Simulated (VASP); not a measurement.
Band structure of Si2Mo (space group P6_222). These are PBEsol GGA, VASP's PBE PAW potentials (set 64) (plane waves; VASP) values and carry that method's errors.

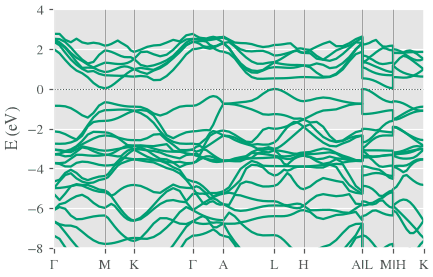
Figure: Bands along high-symmetry lines, zero at the valence-band maximum or, without a gap, the Fermi level

Read the plot: is there a gap, and where are the band edges?

The gap is indirect, 0.03 eV, from the valence maximum at L to the conduction minimum at M. (Edges off the drawn lines would not show.)

The structure comes from a computed database's Si2Mo entry (P6_222); how it stands against other phases isn't given here. It was relaxed first.
